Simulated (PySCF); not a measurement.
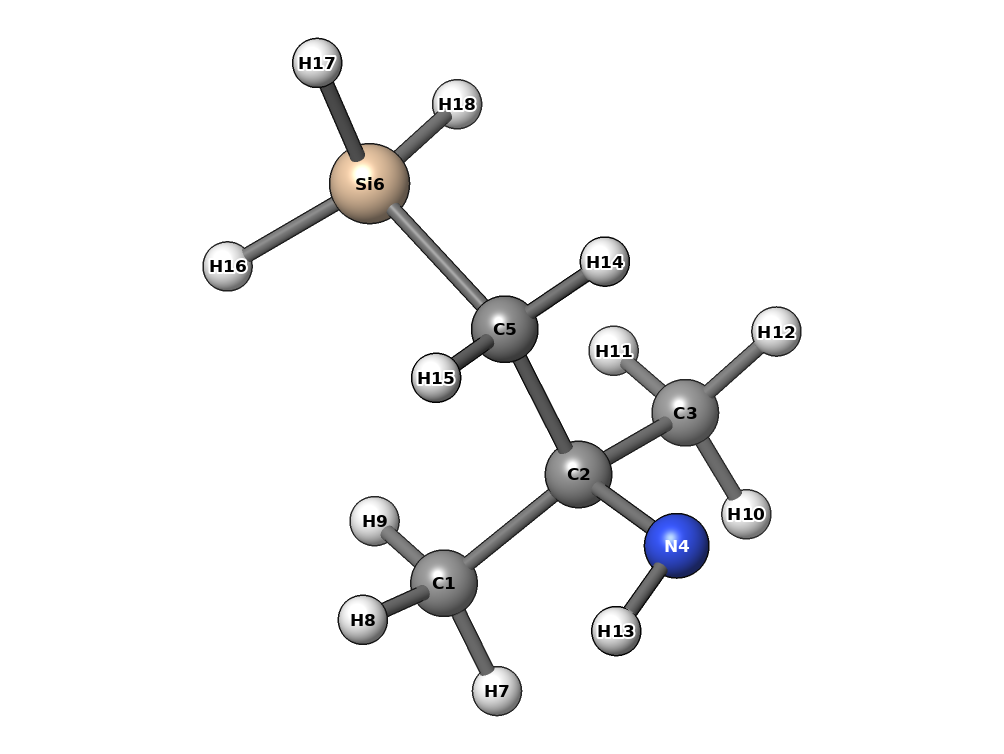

Charge 0, doublet. Computed geometry: GFN2-xTB optimisation. No frequency run is at hand to confirm it as a minimum. Computed with UKS B3LYP, pcH-1 on C H N Si, non-relativistic (PySCF 2.14.0). Fermi-contact and spin-dipolar terms alone, no spin-orbit part.

Question. Which nucleus has the largest dipolar (anisotropic) hyperfine coupling?

Answer. 14N at N4: principal values −43.2, −42.3, 85.5 MHz.

List the isotropic and dipolar parts for the most strongly coupled nuclei, one of each equivalent set.

| atom | isotope | a_iso (MHz) | dipolar part (MHz) |
| --- | --- | --- | --- |
| N4 | 14N | 30.9 | −43.2, −42.3, 85.5 |
| H13 | 1H | −57.4 | −51.7, −8.8, 60.5 |
| C5 | 13C | 87.8 | −9.1, −9.0, 18.2 |
| H14 | 1H | 0.7 | −8.4, −3.0, 11.4 |
| H15 | 1H | −1.6 | −8.0, −3.2, 11.2 |
| Si6 | 29Si | −35.9 | −9.7, 4.6, 5.1 |
| H10 | 1H | −2.6 | −4.4, −3.0, 7.4 |
| H7 | 1H | −2.5 | −4.1, −2.8, 6.9 |

The geometry is semi-empirical. Around Si such bond lengths and angles can be off by a tenth of an ångström or more and by several degrees, and values that hang on the shape move with them.
